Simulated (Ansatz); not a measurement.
**Nudged elastic band, with input and output: Si$_{2}$H$_{7}$F**

Si$_{2}$H$_{7}$F, computed with RKS B3LYP-D4/def2-SVP (Ansatz 0.2.0).

Figures and captions count atoms from 1; the log counts them from 0 in places.

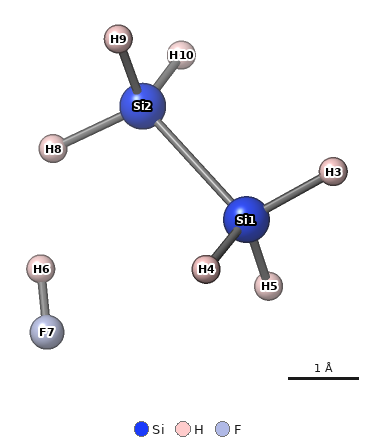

**Figure 1.** The input geometry (ball-and-stick view, seen at a tilt; atoms are numbered from 1 in the order of the input). Bond lengths as drawn: F–H 0.93 Å, H–Si 1.48 to 1.50 Å and Si–Si 2.34 Å.

Input:
```yaml
crystal:
  periodic: [false, false, false]
  atoms:
    - {symbol: Si, position_ang: [-1.160892, 0.241677, -0.685177]}
    - {symbol: Si, position_ang: [0.682283, -1.060786, -0.061536]}
    - {symbol: H, position_ang: [-1.969832, -0.548666, -1.651923]}
    - {symbol: H, position_ang: [-1.991120, 0.556286, 0.504180]}
    - {symbol: H, position_ang: [-0.704992, 1.493888, -1.338592]}
    - {symbol: H, position_ang: [1.095900, 1.270198, 1.401397]}
    - {symbol: F, position_ang: [0.691634, 2.092254, 1.541729]}
    - {symbol: H, position_ang: [1.564669, -0.336009, 0.910097]}
    - {symbol: H, position_ang: [0.258482, -2.315319, 0.612533]}
    - {symbol: H, position_ang: [1.533869, -1.393623, -1.232806]}
basis:
  gaussian: {orbitals: def2-SVP}
hamiltonian: {xc: {name: B3LYP}, dispersion: d4}
neb:
  images: 5
  climbing: true
  max_iterations: 40
  initial_path: linear
  final_atoms:
    - {symbol: Si, position_ang: [-1.595261, 1.395892, -0.409500]}
    - {symbol: Si, position_ang: [1.570023, -1.410266, 0.385387]}
    - {symbol: H, position_ang: [-1.086988, 0.043794, -0.742034]}
    - {symbol: H, position_ang: [-2.922663, 1.304982, 0.242308]}
    - {symbol: H, position_ang: [-1.664828, 2.237487, -1.626878]}
    - {symbol: H, position_ang: [1.510785, -0.078323, 1.036702]}
    - {symbol: F, position_ang: [-0.575679, 2.078491, 0.617033]}
    - {symbol: H, position_ang: [2.772510, -2.145128, 0.854030]}
    - {symbol: H, position_ang: [0.352167, -2.187038, 0.731320]}
    - {symbol: H, position_ang: [1.639934, -1.239991, -1.088467]}
```

Launch command:
```bash
ansatz run in.yaml --threads 4 --pin off --events-out ev --progress --plain --max-ram 9574MiB
```

Output:
```
Functional definition: B3LYP
  name "B3LYP"
  cite "Stephens, Devlin, Chabalowski & Frisch, J. Phys. Chem. 98, 11623 (1994) doi:10.1021/j100096a001"
  cite "Becke, Phys. Rev. A 38, 3098 (1988) doi:10.1103/PhysRevA.38.3098"
  cite "Lee, Yang & Parr, Phys. Rev. B 37, 785 (1988) doi:10.1103/PhysRevB.37.785"
  cite "Vosko, Wilk & Nusair, Can. J. Phys. 58, 1200 (1980) doi:10.1139/p80-159"
  parameter a0 = 0.2
  parameter ax = 0.72
  parameter ac = 0.81
  exchange = (1 - a0 - ax)*slater_x + ax*b88_x + a0*exact_x
  correlation = (1 - ac)*vwn_rpa_c + ac*lyp_c
876 factors; integrals over basis functions are off by at most 3.2e-4 eV
mean field evaluation 1: about -18578.0738 eV, gradient 3.1e1 eV
mean field evaluation 2: about -18577.3516 eV, gradient 4.1e1 eV
mean field evaluation 4: about -18579.7497 eV, gradient 3.1e-1 eV
mean field evaluation 8: about -18579.7543 eV, gradient 1.8e-2 eV
mean field -18579.75430449 eV, -682.7933768802 hartree, gradient 4.4e-5 eV, S^2 0.000000; 0 other end points of the search recorded, 0 dependent functions left out
the calculation of the forces begins
reference -18579.75455586 eV, -682.7933861178 hartree; 22, 22 occupied and 63, 63 virtual orbitals, 876 factors
871 factors; integrals over basis functions are off by at most 8.8e-4 eV
mean field evaluation 16: about -18580.9955 eV, gradient 2.8e0 eV
mean field -18581.01122936 eV, -682.8395680172 hartree, gradient 4.5e-5 eV, S^2 0.000000; 0 other end points of the search recorded, 0 dependent functions left out
[... from here on the field's lines of each further geometry are left out, up to the last ...]
WARN: NEB end point (image 0): max|allowed force component| = 1.607e-1 eV/Å (the criterion of neb.relax_end_points is 1.000e-2). That is over neb.f_tol: it is no minimum, so the barrier can be far off. Relax it first
WARN: NEB end point (image 6): max|allowed force component| = 6.921e-1 eV/Å (the criterion of neb.relax_end_points is 1.000e-2). That is over neb.f_tol: it is no minimum, so the barrier can be far off. Relax it first
NEB iter   1: max|band force component| = 7.650e0 eV/Å  barrier→ = 6.5945 eV  barrier← = 7.7994 eV  Δτ_max = 0.2000 Å  (161 SCF iters)
NEB iter   2: max|band force component| = 4.464e0 eV/Å  barrier→ = 3.8180 eV  barrier← = 5.0229 eV  Δτ_max = 0.2000 Å  (139 SCF iters)
NEB iter   3: max|band force component| = 1.839e1 eV/Å  barrier→ = 2.4831 eV  barrier← = 3.6880 eV  Δτ_max = 0.1018 Å  (133 SCF iters)
NEB iter   4: max|band force component| = 1.890e0 eV/Å  barrier→ = 2.1639 eV  barrier← = 3.3688 eV  Δτ_max = 0.2000 Å  (123 SCF iters)
NEB iter   5: max|band force component| = 9.420e-1 eV/Å  barrier→ = 1.5303 eV  barrier← = 2.7352 eV  Δτ_max = 0.2000 Å  (120 SCF iters)
NEB iter   6: max|band force component| = 1.656e0 eV/Å  barrier→ = 1.0866 eV  barrier← = 2.2915 eV  Δτ_max = 0.1009 Å  (116 SCF iters)
NEB iter   7: max|band force component| = 5.906e-1 eV/Å  barrier→ = 1.0050 eV  barrier← = 2.2099 eV  Δτ_max = 0.0955 Å  (113 SCF iters)
NEB iter   8: max|band force component| = 8.048e-1 eV/Å  barrier→ = 1.0072 eV  barrier← = 2.2121 eV  CI = image 2  Δτ_max = 0.2000 Å  (115 SCF iters)
NEB iter   9: max|band force component| = 9.427e-1 eV/Å  barrier→ = 1.4010 eV  barrier← = 2.6059 eV  CI = image 2  Δτ_max = 0.1022 Å  (116 SCF iters)
NEB iter  10: max|band force component| = 5.674e-1 eV/Å  barrier→ = 1.5874 eV  barrier← = 2.7924 eV  CI = image 2  Δτ_max = 0.0995 Å  (111 SCF iters)
NEB iter  11: max|band force component| = 1.781e-1 eV/Å  barrier→ = 1.6114 eV  barrier← = 2.8163 eV  CI = image 2  Δτ_max = 0.0650 Å  (116 SCF iters)
NEB iter  12: max|band force component| = 1.994e-1 eV/Å  barrier→ = 1.5994 eV  barrier← = 2.8043 eV  CI = image 2  Δτ_max = 0.0324 Å  (106 SCF iters)
NEB iter  13: max|band force component| = 5.671e-2 eV/Å  barrier→ = 1.5989 eV  barrier← = 2.8038 eV  CI = image 2  Δτ_max = 0.0207 Å  (98 SCF iters)
the calculation of the forces begins
reference -18578.28766083 eV, -682.7394787199 hartree; 22, 22 occupied and 63, 63 virtual orbitals, 876 factors
these checks for a lower state are left out or cut short: stability, starts, cluster_reference, orbital_swaps, neighbouring_geometries, increment
876 factors; integrals over basis functions are off by at most 8.2e-4 eV
mean field -18579.27380672 eV, -682.7757189127 hartree, gradient 7.6e-7 eV, S^2 0.000000; 0 other end points of the search recorded, 0 dependent functions left out
the calculation of the forces begins
reference -18579.27406845 eV, -682.7757285311 hartree; 22, 22 occupied and 63, 63 virtual orbitals, 876 factors
NEB iter  14: max|band force component| = 1.817e-2 eV/Å  barrier→ = 1.5987 eV  barrier← = 2.8036 eV  CI = image 2  CI's point: of a kind that is not told: the force calls were inconclusive, a negative curvature could not be distinguished from the path's own, the only one lies far off the path, or fixed occupations may fill a level only in part  Δτ_max = 0.0000 Å  (765 SCF iters)
```

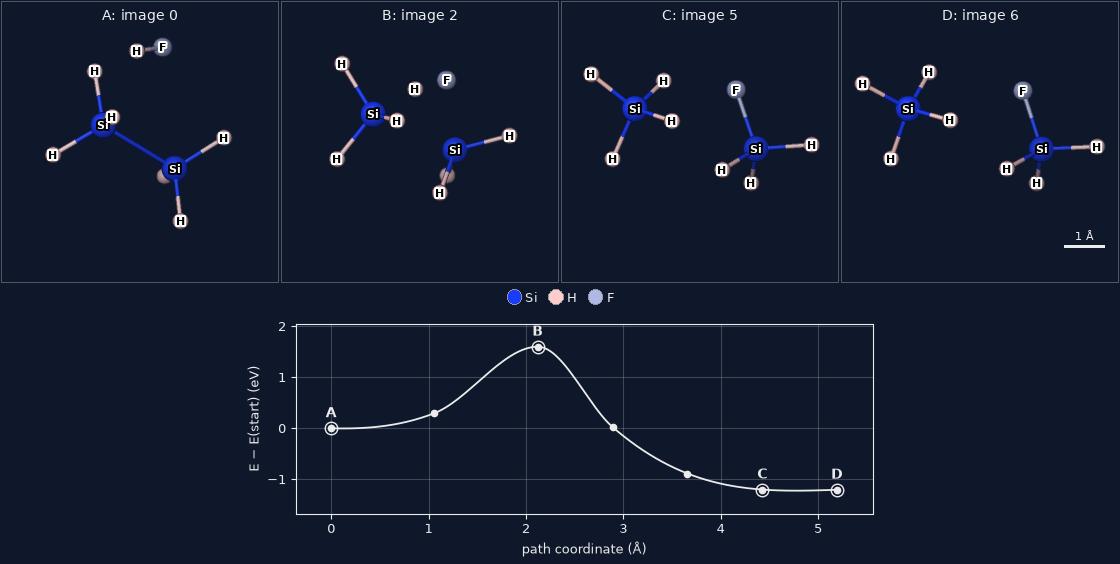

**Figure 2.** Images of the last band (counted from 0; ball-and-stick, seen at a tilt) above the energy along the path; the line is a cubic interpolation that uses the forces. The highest image is number 2, 1.599 eV above the start and 2.804 eV above the end (the climbing image); the end lies 1.205 eV below the start. The path is 5.20 Å long. The band converged in 14 iterations. The end points carry forces over 0.1 eV/Å, so they aren't fully relaxed minima and the barriers are approximate.

```
Total energy: -18578.41554042 eV, -682.7441782082 hartree
Atom 0 at    -0.978972     0.731143    -0.309871 Å, force    -0.006824    -0.013770    -0.011840 eV/Å
Atom 1 at     0.949262    -1.007018     0.150014 Å, force     0.017804     0.005272     0.014961 eV/Å
Atom 2 at    -1.288013    -0.491337    -1.142135 Å, force     0.006943     0.013655     0.011762 eV/Å
Atom 3 at    -2.138587     0.823317     0.610614 Å, force     0.001325     0.001102    -0.001054 eV/Å
Atom 4 at    -0.799203     1.800351    -1.322300 Å, force    -0.000685    -0.000413     0.001832 eV/Å
Atom 5 at     0.541693     0.678906     0.718258 Å, force    -0.010363     0.006928    -0.003781 eV/Å
Atom 6 at     0.112888     1.752868     0.962601 Å, force     0.007225    -0.007731     0.001334 eV/Å
Atom 7 at     2.175658    -0.987539     1.011160 Å, force    -0.010995    -0.000552    -0.007936 eV/Å
Atom 8 at     0.066360    -2.120663     0.591803 Å, force    -0.003445    -0.003123    -0.000835 eV/Å
Atom 9 at     1.358915    -1.180128    -1.270240 Å, force    -0.000986    -0.001368    -0.004442 eV/Å
Dipole moment:    -0.006476    -0.156597    -0.083455 e Å
```

The last band as extended XYZ (Å, eV, eV/Å):
```
10
Properties=species:S:1:pos:R:3:forces:R:3 image=0 energy=-18580.01394
Si   -1.1609    0.2417   -0.6852    0.0164   0.0981   0.0610
Si    0.6823   -1.0608   -0.0615    0.0588  -0.0168   0.0322
H    -1.9698   -0.5487   -1.6519   -0.0526  -0.0480  -0.0606
H    -1.9911    0.5563    0.5042   -0.0457   0.0179   0.0706
H    -0.7050    1.4939   -1.3386    0.0289   0.0721  -0.0373
H     1.0959    1.2702    1.4014    0.1231  -0.1378   0.0145
F     0.6916    2.0923    1.5417   -0.1607   0.0721  -0.0736
H     1.5647   -0.3360    0.9101    0.0145   0.0615   0.0409
H     0.2585   -2.3153    0.6125   -0.0355  -0.0914   0.0399
H     1.5339   -1.3936   -1.2328    0.0528  -0.0276  -0.0875
10
Properties=species:S:1:pos:R:3:forces:R:3 image=1 energy=-18579.71702
Si   -1.0250    0.4347   -0.4921   -0.0317  -0.2134  -0.1298
Si    0.7889   -1.0296    0.0279   -0.1225  -0.0194  -0.0950
H    -1.6375   -0.5552   -1.4175   -0.2625  -0.0358  -0.2000
H    -1.9974    0.7150    0.5997    0.1096  -0.0712   0.0014
H    -0.6988    1.6604   -1.2716    0.0791  -0.0940   0.0461
H     0.7503    1.0752    1.0636    0.1588   0.2869   0.2551
F     0.3619    1.9124    1.2161    0.1949   0.1133   0.1926
H     1.8952   -0.6624    0.9823   -0.2084   0.2244  -0.0315
H     0.1330   -2.2466    0.5785    0.0398  -0.0966  -0.0172
H     1.4294   -1.3040   -1.2870    0.0429  -0.0941  -0.0218
10
Properties=species:S:1:pos:R:3:forces:R:3 image=2 energy=-18578.41528
Si   -0.9790    0.7311   -0.3099   -0.0068  -0.0138  -0.0118
Si    0.9493   -1.0070    0.1500    0.0178   0.0053   0.0150
H    -1.2880   -0.4913   -1.1421    0.0069   0.0137   0.0118
H    -2.1386    0.8233    0.6106    0.0013   0.0011  -0.0011
H    -0.7992    1.8004   -1.3223   -0.0007  -0.0004   0.0018
H     0.5417    0.6789    0.7183   -0.0104   0.0069  -0.0038
F     0.1129    1.7529    0.9626    0.0072  -0.0077   0.0013
H     2.1757   -0.9875    1.0112   -0.0110  -0.0006  -0.0079
H     0.0664   -2.1207    0.5918   -0.0034  -0.0031  -0.0008
H     1.3589   -1.1801   -1.2702   -0.0010  -0.0014  -0.0044
10
Properties=species:S:1:pos:R:3:forces:R:3 image=3 energy=-18579.99004
Si   -1.0937    0.9872   -0.2601   -0.2703   0.6271   0.1287
Si    1.1011   -1.0775    0.2197    0.3527  -0.1714   0.1581
H    -1.0953   -0.3725   -0.9481    0.4534   0.2797   0.4546
H    -2.3167    0.8901    0.5563   -0.4188   0.1657  -0.1228
H    -0.9504    1.8874   -1.4181   -0.3533   0.2148  -0.2202
H     0.6762    0.3009    0.6208    0.3235  -0.9018  -0.2298
F    -0.1262    1.8206    0.8298   -0.5571   0.1562  -0.3081
H     2.3326   -1.1649    1.0298    0.3735  -0.4348   0.0397
H     0.0937   -2.1033    0.6113    0.0563   0.0381   0.0381
H     1.3789   -1.1680   -1.2415    0.0401   0.0265   0.0617
10
Properties=species:S:1:pos:R:3:forces:R:3 image=4 energy=-18580.90003
Si   -1.2859    1.1395   -0.3172   -0.1833   0.1717  -0.0406
Si    1.2626   -1.1713    0.2851    0.1603  -0.1016   0.0600
H    -0.9659   -0.2380   -0.7910    0.1267   0.1295   0.1522
H    -2.5655    1.0329    0.4174   -0.2395   0.1541  -0.1332
H    -1.2311    2.0070   -1.5141   -0.2765   0.1280  -0.0817
H     0.8789    0.1871    0.7043    0.2009  -0.1111   0.0838
F    -0.2551    1.8362    0.7460   -0.1294   0.0089  -0.0859
H     2.5212   -1.4565    1.0140    0.1852  -0.3059  -0.0256
H     0.1814   -2.1333    0.6492    0.0810  -0.0346   0.0308
H     1.4594   -1.2038   -1.1937    0.0746  -0.0389   0.0402
10
Properties=species:S:1:pos:R:3:forces:R:3 image=5 energy=-18581.21479
Si   -1.4579    1.2603   -0.3783   -0.0333   0.0212  -0.0121
Si    1.4297   -1.2741    0.3520    0.0314  -0.0186   0.0125
H    -1.0060   -0.1052   -0.7553   -0.0090   0.0249   0.0060
H    -2.7821    1.1832    0.2901   -0.0396   0.0289  -0.0233
H    -1.4947    2.1266   -1.5841   -0.0483   0.0230  -0.0113
H     1.1529    0.0958    0.8530    0.0515  -0.0176   0.0271
F    -0.3977    1.9091    0.6764   -0.0249   0.0133  -0.0112
H     2.6873   -1.7773    0.9706    0.0303  -0.0601  -0.0090
H     0.2952   -2.1749    0.7080    0.0209  -0.0076   0.0106
H     1.5732   -1.2436   -1.1325    0.0210  -0.0075   0.0108
10
Properties=species:S:1:pos:R:3:forces:R:3 image=6 energy=-18581.21885
Si   -1.6086    1.3742   -0.4302   -0.5282  -0.3751  -0.5397
Si    1.5836   -1.3891    0.4061   -0.0150   0.0222   0.0004
H    -1.0840    0.0246   -0.7472    0.0110  -0.1004  -0.0425
H    -2.9378    1.2751    0.2167   -0.1171  -0.0256   0.0172
H    -1.6818    2.2031   -1.6560   -0.0314   0.0376  -0.1108
H     1.5069   -0.0516    1.0441   -0.0197   0.1004   0.0377
F    -0.6011    2.0780    0.5941    0.6921   0.4340   0.6799
H     2.7919   -2.1062    0.8872    0.0876  -0.0498   0.0362
H     0.3728   -2.1758    0.7542   -0.0842  -0.0544   0.0239
H     1.6583   -1.2325   -1.0690    0.0050   0.0109  -0.1022
```

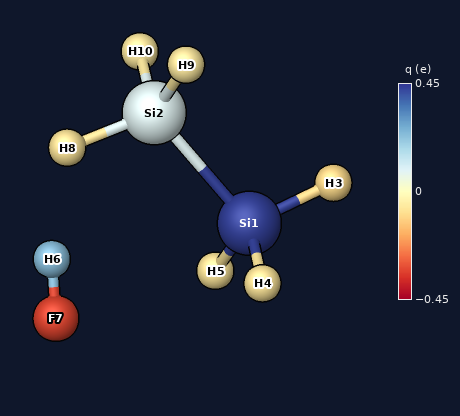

**Figure 3.** Mulliken charges, as the colour of each atom (ball-and-stick view, seen at a tilt; atoms are numbered from 1 in the order of the input). By element: Si +0.08 to +0.43, H −0.10 to +0.23 and F −0.33 e.

Results in brief:

| quantity | value |
| --- | --- |
| outcome | converged |
| barrier, forward | 1.599 eV |
| barrier, backward | 2.804 eV |
| dipole moment (one image of the band) | 0.85 D |
| hardware | 4 threads of Arm Neoverse V1, 23 GiB of memory available, shared host |
| wall time | 77 s (CPU time 4.6 min) |
| peak memory | 0.44 GiB |
